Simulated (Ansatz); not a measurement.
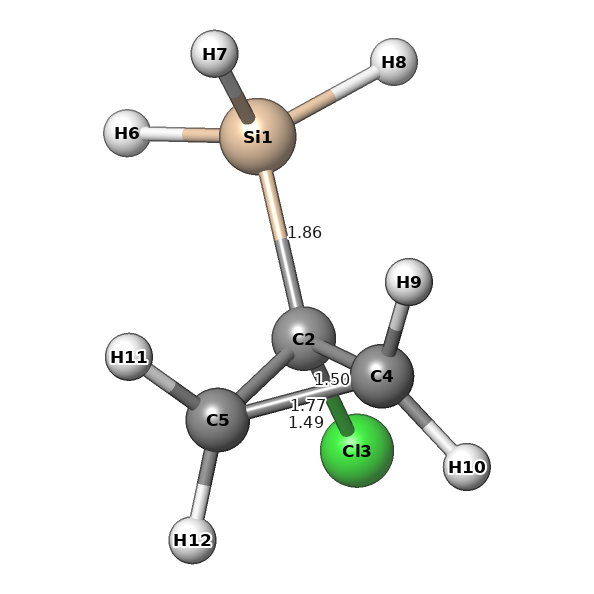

The numbers beside the sticks are distances in Å. Sticks don't show bond order. The computed structure is the end point of a PBE0-D4/def2-TZVP optimisation.

### Assign a bond order to each marked bond.

Si1–C2 single; C2–Cl3 single; C2–C4 single; C4–C5 single.

### Write the SMILES.

[SiH3]C1(Cl)CC1
